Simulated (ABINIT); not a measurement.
# A GW chain in ABINIT: Ba2TaBiO6 (R-3), part 3 of 3

Wanted: ground state, empty states, screening and self-energy for Ba2TaBiO6 (R-3).

ABINIT 10.8.3; LDA and many-body steps on it, plane waves. Known limits of the many-body steps: not at the basis limit; no spin-orbit coupling; coarse k mesh.

So far. Step 4 (Empty states on the mesh, 2×2×2 mesh, 274 bands): On this mesh the gap is 2.549 eV. Step 5 (Screening, 2×2×2 mesh, 250 bands, screening to 130.6 eV): Local fields lower ε∞ by 8 %. On a Γ-centred mesh this coarse the value itself is usually too large, while a short band sum pulls it down.

**6. Self-energy, 2×2×2 mesh, 250 bands, screening to 130.6 eV**

The self-energy is evaluated for the states that the input lists, and the levels follow from it, in one-shot runs by the linearised quasiparticle equation.

This step: G0W0 on LDA, plane waves, norm-conserving pseudopotentials.

Input file run.abi:

```
acell 3*1.0 Angstrom
rprim 
  3.075626834241 1.775713980676 4.956223105800
  -3.075626834241 1.775713980676 4.956223105800
  0.000000000000 -3.551427961352 4.956223105800
ntypat 4
znucl 56 73 83 8
natom 10
typat 1 1 2 3 4 4 4 4 4 4
xred 
  0.748816000000 0.748816000000 0.748816000000
  0.251184000000 0.251184000000 0.251184000000
  0.500000000000 0.500000000000 0.500000000000
  0.000000000000 0.000000000000 0.000000000000
  0.725510000000 0.218856000000 0.322035000000
  0.218856000000 0.322035000000 0.725510000000
  0.322035000000 0.725510000000 0.218856000000
  0.274490000000 0.781144000000 0.677965000000
  0.677965000000 0.274490000000 0.781144000000
  0.781144000000 0.677965000000 0.274490000000
pp_dirpath "pseudos"
pseudos "Ba.upf, Ta.upf, Bi.upf, O.upf"
ecut 62
ngkpt 2 2 2
nshiftk 1
shiftk 0 0 0
kptopt 1
chksymbreak 0
istwfk *1
occopt 1
irdwfk 1
optdriver 4
nband 250
gwcalctyp 0
ecutsigx 62
symsigma 1
nkptgw 3
kptgw 
  0.5000000000 0.5000000000 0.5000000000
  0.5000000000 0.0000000000 0.0000000000
  0.0000000000 0.0000000000 0.0000000000
bdgw 
  52 56
  52 55
  51 55
ecuteps 4.8
irdscr 1
ppmodel 1
indata_prefix "in"
outdata_prefix "out"
tmpdata_prefix "tmp"
```

Started as:

```bash
$ OMP_NUM_THREADS=1 mpirun -n 4 abinit run.abi > log
```

Numbers of over 12 decimals in the logs are rounded to 6 here.

Output:

```text
.Version 10.8.3 of ABINIT. v10.8.2 released Aug 2026.

 Symmetries : space group R-3 (#148); Bravais hR (rhombohedral)
[... echo of the input left out ...]
== DATASET  1 ==================================================================
-   mpi_nproc: 4, omp_nthreads: 1 (-1 if OMP is not activated)

--- !DatasetInfo
iteration_state: {dtset: 1, }
dimensions: {natom: 10, nkpt: 4, mband: 250, nsppol: 1, nspinor: 1, nspden: 1, mpw: 25587, }
cutoff_energies: {ecut:  62.0, pawecutdg:  -1.0, }
electrons: {nelect:   1.06000000E+02, charge:   0.00000000E+00, occopt:   1.00000000E+00, tsmear:   1.00000000E-02, }

 SIGMA: Calculation of the GW corrections

 Based on a program developped by R.W. Godby, V. Olevano, G. Onida, and L. Reining.
 Incorporated in ABINIT by V. Olevano, G.-M. Rignanese, and M. Torrent.
.Using double precision arithmetic ; gwpc =  8

[... cell and pseudopotentials left out ...]
--------------------------------------------------------------------------------

 ==== K-mesh for the wavefunctions ====
 Number of points in the irreducible wedge :     4
[... list of points left out ...]
 Together with  6 symmetry operations and time-reversal symmetry
 yields     8 points in the full Brillouin Zone.

 ==== Q-mesh for screening function ====
 Number of points in the irreducible wedge :     4
[... list of points left out ...]
 Together with  6 symmetry operations and time-reversal symmetry
 yields     8 points in the full Brillouin Zone.

 vcoul_init : cutoff-mode = AUXILIARY_FUNCTION
 q-points for optical limit:   1
     1)      0.000010    0.000020    0.000030
 setmesh: FFT mesh size selected  =    81x   81x   81
          total number of points  =       531441

 Number of electrons calculated from density =  106.0000; Expected =  106.0000
 average of density, n =  0.096716
 r_s =    1.3515
 omega_plasma =   29.9989 [eV]

 === KS Band Gaps ===
  >>>> For spin  1
   Minimum direct gap =   2.5771 [eV], located at k-point      :   0.5000  0.0000  0.0000
   Fundamental gap    =   2.5491 [eV], Top of valence bands at :   0.5000  0.5000  0.5000
                                       Bottom of conduction at :   0.5000  0.0000  0.0000
 SIGMA fundamental parameters:
 PLASMON POLE MODEL  1
 number of plane-waves for SigmaX                25587
 number of plane-waves for SigmaC and W            537
 number of plane-waves for wavefunctions         25587
 number of bands                                   250
 number of independent spin polarizations            1
 number of spinorial components                      1
 number of k-points in IBZ                           4
 number of q-points in IBZ                           4
 number of symmetry operations                       6
 number of k-points in BZ                            8
 number of q-points in BZ                            8
 number of frequencies for dSigma/dE                 9
 frequency step for dSigma/dE [eV]                0.25
 number of omega for Sigma on real axis              0
 max omega for Sigma on real axis  [eV]           0.00
 zcut for avoiding poles [eV]                     0.10

 EPSILON^-1 parameters (SCR file):
 dimension of the eps^-1 matrix on file            537
 dimension of the eps^-1 matrix used               537
 number of plane-waves for wavefunctions         25587
 number of bands                                   250
 number of q-points in IBZ                           4
 number of frequencies                               2
 number of real frequencies                          1
 number of imag frequencies                          1

 matrix elements of self-energy operator (all in [eV])

 Perturbative Calculation

--- !SelfEnergy_ee
iteration_state: {dtset: 1, }
kpoint     : [   0.500,    0.500,    0.500, ]
spin       : 1
KS_gap     :    2.682
QP_gap     :    3.484
Delta_QP_KS:    0.802
data: !SigmaeeData |
     Band     E0 <VxcDFT>   SigX SigC(E0)      Z dSigC/dE  Sig(E)    E-E0       E
       52   4.962 -18.586 -23.417   4.840   0.771  -0.297 -18.578   0.007   4.969
       53   6.493 -20.412 -23.480   3.476   0.790  -0.265 -20.089   0.322   6.815
       54   9.175 -15.195 -10.580  -3.254   0.826  -0.210 -14.070   1.125  10.300
       55   9.631 -15.656 -11.060  -3.190   0.825  -0.212 -14.497   1.159  10.790
       56   9.631 -15.656 -11.060  -3.190   0.825  -0.212 -14.497   1.159  10.790

--- !SelfEnergy_ee
iteration_state: {dtset: 1, }
kpoint     : [   0.500,    0.000,    0.000, ]
spin       : 1
KS_gap     :    2.577
QP_gap     :    3.378
Delta_QP_KS:    0.801
data: !SigmaeeData |
     Band     E0 <VxcDFT>   SigX SigC(E0)      Z dSigC/dE  Sig(E)    E-E0       E
       52   5.236 -18.788 -23.488   4.752   0.771  -0.296 -18.748   0.040   5.277
       53   6.465 -20.392 -23.458   3.468   0.791  -0.264 -20.074   0.317   6.782
       54   9.042 -15.276 -10.735  -3.189   0.828  -0.208 -14.157   1.119  10.161
       55   9.408 -15.548 -10.889  -3.282   0.825  -0.212 -14.412   1.136  10.545

--- !SelfEnergy_ee
iteration_state: {dtset: 1, }
kpoint     : [   0.000,    0.000,    0.000, ]
spin       : 1
KS_gap     :    3.947
QP_gap     :    4.960
Delta_QP_KS:    1.013
data: !SigmaeeData |
     Band     E0 <VxcDFT>   SigX SigC(E0)      Z dSigC/dE  Sig(E)    E-E0       E
       51   5.312 -18.813 -23.513   4.758   0.771  -0.296 -18.768   0.045   5.357
       52   5.312 -18.813 -23.513   4.758   0.771  -0.296 -18.768   0.045   5.357
       53   5.708 -19.360 -23.390   4.251   0.777  -0.287 -19.189   0.172   5.879
       54   9.655 -13.384  -8.865  -3.095   0.832  -0.202 -12.199   1.185  10.839
       55   9.838 -16.696 -11.919  -3.418   0.816  -0.225 -15.587   1.108  10.946

== END DATASET(S) ==============================================================
================================================================================

 -outvars: echo values of variables after computation  --------
           etotal      0.0000000000E+00
            nband         250
             nkpt           4
          spgroup         148
 [... the other variables as echoed above ...]

 Calculation completed.
```

Run time: 84 s. Hardware: 4 MPI ranks of Arm Neoverse V1, shared host; peak memory 3.9 GiB.

Numbers from this step:

```yaml
g0w0_gap_on_the_points_computed: 3.346 eV
starting_gap_on_the_mesh: 2.549 eV
k_of_the_valence_top: 0.5, 0.5, 0.5
k_of_the_conduction_bottom: 0.5, 0, 0
z_at_the_valence_top: 0.79
z_at_the_conduction_bottom: 0.828
least_direct_g0w0_gap_on_the_computed_points: 3.379 eV
```

The gap on the mesh goes from 2.55 eV to 3.35 eV, a correction of +0.80 eV.

Limits: finite bands, cutoff and mesh; no spin-orbit coupling; coarse k mesh. v1 is the top filled band, c1 the lowest empty one. Levels before and after the correction, in eV, zero at the valence-band top of each column:

```
           conduction bottom  valence top
Kohn-Sham               2.55         0.00
     G0W0               3.35         0.00
```

```
                         level  energy (eV)
Kohn-Sham     (0.5 0.5 0.5) v2       -1.531
Kohn-Sham     (0.5 0.5 0.5) v1        0.000
Kohn-Sham     (0.5 0.5 0.5) c1        2.682
Kohn-Sham  (0.5 0.5 0.5) c2-c3        3.138
Kohn-Sham         (0.5 0 0) v2       -1.257
Kohn-Sham         (0.5 0 0) v1       -0.028
Kohn-Sham         (0.5 0 0) c1        2.549
Kohn-Sham         (0.5 0 0) c2        2.915
     G0W0     (0.5 0.5 0.5) v2       -1.846
     G0W0     (0.5 0.5 0.5) v1        0.000
     G0W0     (0.5 0.5 0.5) c1        3.485
     G0W0  (0.5 0.5 0.5) c2-c3        3.975
     G0W0         (0.5 0 0) v2       -1.538
     G0W0         (0.5 0 0) v1       -0.033
     G0W0         (0.5 0 0) c1        3.346
     G0W0         (0.5 0 0) c2        3.730
```

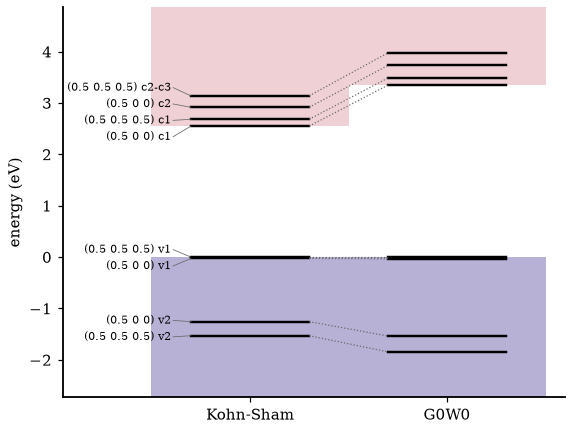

Levels before and after the correction. Shaded: valence and conduction bands.

**7. Where the time went**

Times are wall times on 4 MPI ranks of Arm Neoverse V1, shared host, good to a factor of about two.

```csv
step,time,share,memory (GiB)
ground state,18 min,39 %,1.4
bands along the symmetry lines,11 min,23 %,1.2
empty states on the mesh,8.4 min,18 %,1.2
screening,8.4 min,18 %,6.9
self-energy,84 s,3 %,3.9
```

**8. Results**

| Item | Value |
| --- | --- |
| LDA gap | 2.55 eV, indirect (only 28 meV under the direct gap) |
| G0W0 gap on the mesh | 3.35 eV |
| GW settings | 2×2×2 mesh, 250 bands, screening to 130.6 eV, Godby-Needs plasmon pole |
| known limits | not at the basis limit; no spin-orbit coupling; coarse k mesh |

G0W0 moves the gap on the mesh from 2.55 eV to 3.35 eV (+0.80 eV), with Z of 0.79 and 0.83 at the edges. Local fields lower the RPA ε∞ on this mesh from 7.21 to 6.61; a Γ-centred mesh this coarse tends to raise both, most where the direct gap is narrow, while a short band sum lowers them. Only 3 of the mesh's irreducible points were corrected, so a valley elsewhere could overtake. The dearest step here is «ground state». Bands and cutoff are finite, so the gap is not at the basis limit. The miss can reach some tenths of an eV and take either sign; the mesh is an error of its own. In the G0W0 run levels were corrected at 3 k points alone, so a gap called «on the mesh» is the least over those, and an edge elsewhere would be missed. The 2×2×2 mesh is coarse for this cell, which bears on the long-range parts of exchange and screening. Where an edge is built on 6p states of lead, bismuth or thallium, scalar-relativistic gaps usually stand too wide, by a few tenths to over one eV. The many-body steps are scalar-relativistic: spin-orbit coupling is not in them.

[Paths, hosts, dates, memory and timing lines, banners, echoed tables and standing remarks are left out of the program output.]

[Logs are printed without paths, hosts, clocks, repeated set-up lines and the standing remarks that a program may print on its own settings, such as how far it seeks lower states.]

[Runs of the session that timed out or met a known fault of the program may be left out.]

[Hosts, paths, dates, database ids (printed as entryN), source tags and the programs' standing remarks are cut or masked in the printed files.]

[G0W0 gaps are taken among the corrected bands and points alone; a level outside them can change the order at an edge.]

[Where Ansatz stands beside ABINIT at settings called matched, ABINIT's density can come from a denser mesh and the files from another edition; pairs whose starting gaps differed by over 0.03 eV were left out, so agreement reads better than it is.]
